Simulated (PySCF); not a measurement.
## Electronic structure of C₅H₁₀FOP (SMILES CC(C)/C(F)=P\CO) in real space

```yaml
atoms:
  - { symbol: C, position_ang: [-0.6312, 0.3372, 1.7188] }
  - { symbol: C, position_ang: [-0.5965, 0.2685, 0.1885] }
  - { symbol: C, position_ang: [-1.9336, 0.7178, -0.4070] }
  - { symbol: C, position_ang: [-0.3055, -1.1378, -0.2321] }
  - { symbol: F, position_ang: [-1.2909, -2.0001, 0.1260] }
  - { symbol: P, position_ang: [0.9855, -1.8646, -1.0251] }
  - { symbol: C, position_ang: [2.1131, -0.3739, -1.3074] }
  - { symbol: O, position_ang: [2.5101, 0.2620, -0.1200] }
  - { symbol: H, position_ang: [0.3447, 0.0860, 2.1276] }
  - { symbol: H, position_ang: [-0.8939, 1.3425, 2.0381] }
  - { symbol: H, position_ang: [-1.3678, -0.3590, 2.1138] }
  - { symbol: H, position_ang: [0.2007, 0.9211, -0.1705] }
  - { symbol: H, position_ang: [-2.7406, 0.0798, -0.0539] }
  - { symbol: H, position_ang: [-2.1447, 1.7418, -0.1087] }
  - { symbol: H, position_ang: [-1.9051, 0.6705, -1.4939] }
  - { symbol: H, position_ang: [1.5912, 0.3740, -1.9092] }
  - { symbol: H, position_ang: [2.9805, -0.7258, -1.8803] }
  - { symbol: H, position_ang: [3.0753, -0.3337, 0.3837] }
```

Geometry: GFN2-xTB.

Theory: PBE0/pcSseg-1, SCF density, gas phase, non-relativistic (PySCF 2.14.0).

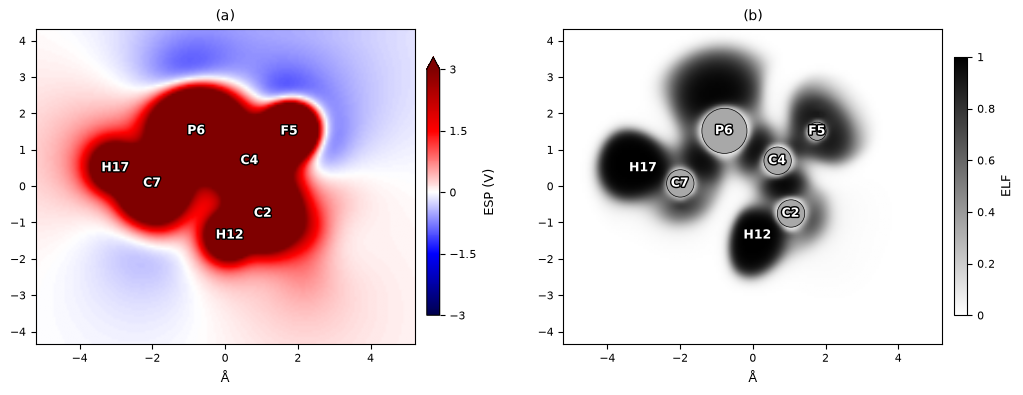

Figure 1. (a) molecular electrostatic potential; (b) ELF on the plane of atoms C4, C2 and H12. Grey discs cover the atomic cores in the ELF map.

Describe what can be read from this map.

Answer.
- The plane passes through C, F, P and H nuclei.
- C–F (1.36 Å): the ELF peaks at about 0.85 between the atoms: a shared but strongly polarised pair.
- C–C (1.50 Å): the ELF peaks at about 0.95 between the atoms, as expected for a covalent bond.
- C–P (1.68 Å): the ELF peaks at about 0.95 between the atoms; a covalent bond.
- C–P (1.89 Å): the ELF peaks at about 0.95 between the atoms (a covalent bond).
- C–H (1.09 Å): the ELF climbs to about 1 towards the hydrogen, as it does in any bond to H: a covalent bond by its length.
- The ELF also peaks beside F5 and P6, away from the bonds: lone-pair regions.
- Outside the dense part of the molecule the potential is most negative (−1.0 V) near F5.

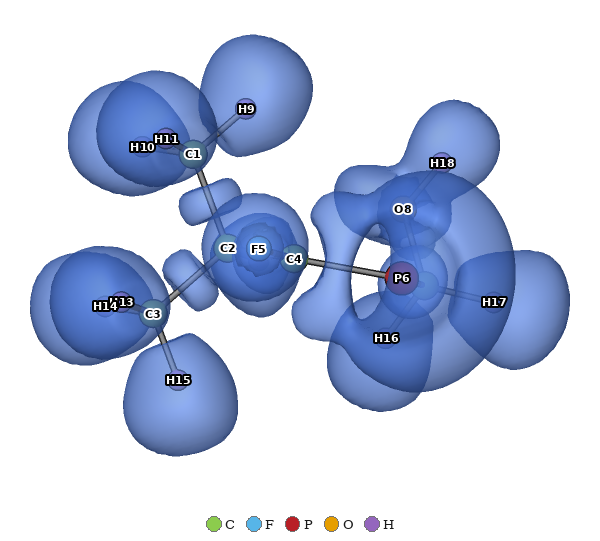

Figure 2. Isosurface of the electron localisation function at 0.75 (blue), seen at a tilt. Core shells and regions of very low density are left out.

Identify the bonds, lone pairs and shells in this picture.

Answer. The ELF exceeds this value in three regions between bonded C–C atoms (shared pairs), one region between bonded C–P atoms (shared pairs), nine regions around hydrogen nuclei, one region on F in which the atom's valence shell and bonds are merged, one region on P in which the atom's valence shell and bonds are merged and one joined region spread over several atoms (H, O), in which their bonds and any lone pairs are merged.


 C–O (1.40 Å): the ELF peaks at about 0.90 between the atoms; a shared but strongly polarised pair.

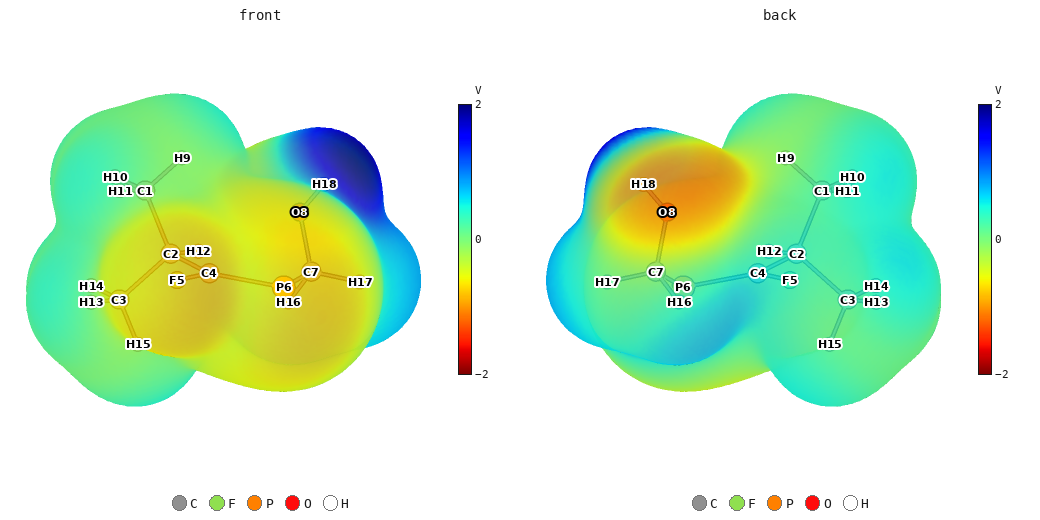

Figure 3. The electrostatic potential painted on the density surface at 0.001 e/bohr³, seen from the front and from behind; red is negative and blue positive.

Describe the electrostatic potential map.

Answer. The most negative region (about −1.1 V, or −25 kcal/mol for a unit charge) lies over O8, the most positive (about +1.9 V, or +44 kcal/mol for a unit charge) over H18. O8 is the likeliest acceptor of a hydrogen bond.

How polar is the molecule by this calculation?

Answer. Its dipole moment is 1.79 D.
